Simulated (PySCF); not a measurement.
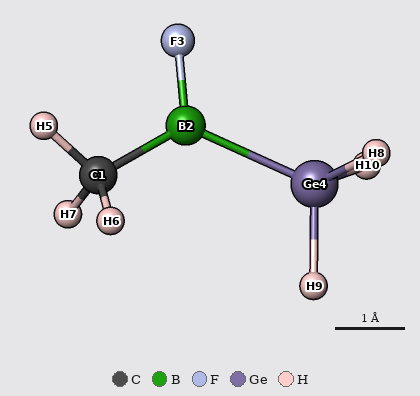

Fig. 1: The input geometry (ball-and-stick view, seen at a tilt; atoms are numbered from 1 in the order of the input). Sticks mark near contacts. Bond lengths as drawn: B–C 1.56 Å, B–F 1.33 Å, B–Ge 2.06 Å, C–H 1.06 to 1.11 Å and Ge–H 1.46 to 1.49 Å.

**CH6BFGe: geometry relaxation**

The run: geometry relaxation of CH6BFGe, SMILES C[B](F)[GeH3]. Method and program: PBE0-D3(BJ)/def2-SVP geometry optimisation, gas phase (PySCF 2.14.0).

It belongs to a series of runs on one base structure; here: H on B replaced by CH3.

Input file:
```
{"job": {"xc": "PBE0", "basis": "def2-SVP", "d3": "d3bj", "grid": 1, "shake": 0.01, "kind": "geom"}, "charge": 0, "multiplicity": 1}
C     -1.591050    -0.122440     0.131930
B     -0.267650     0.630730    -0.203220
F     -0.337450     1.874760    -0.655700
Ge     1.615600    -0.188940    -0.022330
H     -2.433470     0.577460     0.338390
H     -1.516940    -0.802170     0.944370
H     -1.902130    -0.682190    -0.744880
H      2.340800     0.251390     1.198460
H      1.606910    -1.676690     0.106020
H      2.535810     0.117180    -1.114080
```

The first line tells a small driver script what to run in PySCF; the rest is the geometry in Å.

Machine: 1 CPU thread, shared host.

Launched with:
```bash
OMP_NUM_THREADS=1 python <driver script> task.json out
```

The program's output:
```
step   0  E = -2242.62513380  max force = 0.031966
step   1  E = -2242.63157652  max force = 0.007150
step   2  E = -2242.63208272  max force = 0.001354
step   3  E = -2242.63209741  max force = 0.000273
optimisation converged
```

Trajectory as extended XYZ (Å, eV, eV/Å), 4 frames, from step=0 to step=3:
```
10
Properties=species:S:1:pos:R:3:forces:R:3 step=0 energy=-61024.93821
C    -1.5911   -0.1224    0.1319   -0.5437   1.6438  -0.3607
B    -0.2676    0.6307   -0.2032   -0.1898  -0.0477   0.0550
F    -0.3375    1.8748   -0.6557   -0.0051   0.1562  -0.0709
Ge    1.6156   -0.1889   -0.0223   -0.8574  -0.0900   0.3506
H    -2.4335    0.5775    0.3384    0.3577  -0.1431  -0.0656
H    -1.5169   -0.8022    0.9444    0.2062  -1.0070   1.0024
H    -1.9021   -0.6822   -0.7449   -0.0592  -0.4650  -0.5679
H     2.3408    0.2514    1.1985    0.3739   0.4931   0.9889
H     1.6069   -1.6767    0.1060   -0.1865  -0.9798   0.0220
H     2.5358    0.1172   -1.1141    0.9038   0.4394  -1.3538
10
Properties=species:S:1:pos:R:3:forces:R:3 step=1 energy=-61025.11353
C    -1.8207   -0.3196    0.1280   -0.0114  -0.2727   0.1966
B    -0.4518    0.3300   -0.2314    0.0683   0.0117  -0.0171
F    -0.4424    1.5695   -0.7111   -0.0057   0.0072   0.0110
Ge    1.4140   -0.5916   -0.0479    0.3677  -0.0826  -0.0619
H    -2.6031    0.4239    0.3313   -0.0602   0.0705  -0.0024
H    -1.7591   -1.0381    0.9690    0.0057   0.1550  -0.2117
H    -2.1458   -0.9062   -0.7545    0.0372   0.0164   0.0332
H     2.1273   -0.0841    1.2478   -0.1347  -0.0880  -0.2513
H     1.3182   -2.1437    0.0756    0.0072   0.2879  -0.0405
H     2.3625   -0.2513   -1.2523   -0.2740  -0.1056   0.3443
10
Properties=species:S:1:pos:R:3:forces:R:3 step=2 energy=-61025.12730
C    -1.8167   -0.3239    0.1306   -0.0312  -0.0126   0.0463
B    -0.4493    0.3326   -0.2285    0.0284  -0.0019  -0.0033
F    -0.4412    1.5731   -0.7056   -0.0232   0.0096   0.0108
Ge    1.4138   -0.5889   -0.0486    0.0696  -0.0001  -0.0245
H    -2.6057    0.4177    0.3311    0.0063  -0.0082  -0.0139
H    -1.7501   -1.0395    0.9645    0.0068   0.0187  -0.0255
H    -2.1328   -0.9121   -0.7523    0.0116  -0.0005  -0.0068
H     2.1230   -0.0885    1.2308   -0.0136   0.0004  -0.0166
H     1.3128   -2.1237    0.0692   -0.0132   0.0068  -0.0081
H     2.3453   -0.2578   -1.2366   -0.0416  -0.0123   0.0415
10
Properties=species:S:1:pos:R:3:forces:R:3 step=3 energy=-61025.12770
C    -1.8155   -0.3259    0.1321   -0.0040  -0.0136   0.0136
B    -0.4486    0.3333   -0.2250   -0.0114   0.0141  -0.0037
F    -0.4490    1.5753   -0.6987    0.0130   0.0111   0.0055
Ge    1.4159   -0.5869   -0.0499    0.0016  -0.0002   0.0001
H    -2.6073    0.4133    0.3286    0.0028  -0.0023  -0.0066
H    -1.7480   -1.0408    0.9650   -0.0021  -0.0062   0.0041
H    -2.1254   -0.9150   -0.7525    0.0060  -0.0049  -0.0044
H     2.1259   -0.0871    1.2274    0.0005   0.0042   0.0046
H     1.3102   -2.1208    0.0654   -0.0092  -0.0053  -0.0027
H     2.3409   -0.2568   -1.2377    0.0028   0.0031  -0.0106
```

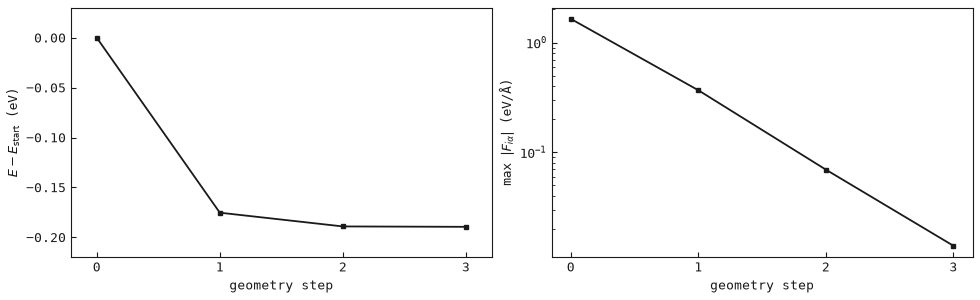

Fig. 2: Progress of the relaxation, step by step (steps are counted from 0).

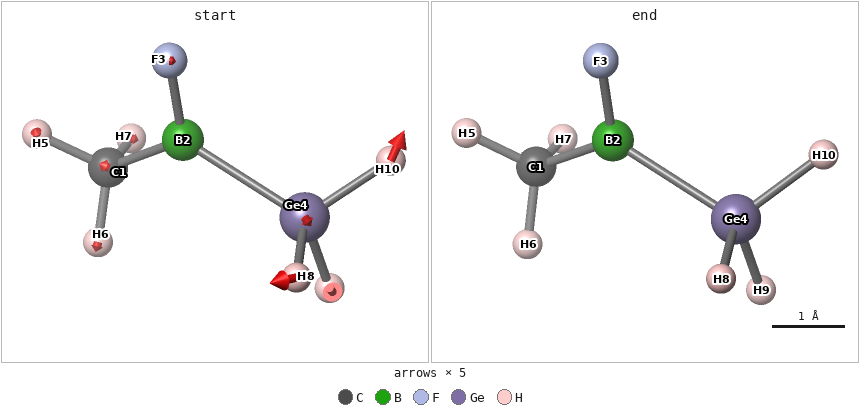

Fig. 3: Before (left) and after (right) the relaxation, at one scale (ball-and-stick view, seen at a tilt). The red arrows give the displacements, magnified 5 times. Over 3 geometry steps the energy falls by 0.189 eV. Largest force component: 1.6 eV/Å at the start, 0.014 eV/Å at the end. The atom that moves furthest after the best rigid fit is H8 (0.095 Å). By element the largest moves are H 0.095 Å, Ge 0.032 Å, C 0.030 Å, F 0.019 Å, B 0.009 Å. Distances before and after: Ge4–H10 1.460 → 1.541 Å, Ge4–H8 1.487 → 1.544 Å, C1–H6 1.062 → 1.100 Å, B2–Ge4 2.062 → 2.087 Å. Among the angles that change: B2–Ge4–H8 113.6° → 109.7°, H8–Ge4–H9 103.1° → 107.0°, B2–Ge4–H10 115.3° → 112.2°. (Atoms are counted from 1 in the order of the input.)

Key numbers:

- outcome: converged
- total energy: −2242.632097 hartree
- dipole moment: 1.42 D
- point group: C1
- wall time: 15 s
- peak memory: 0.41 GiB
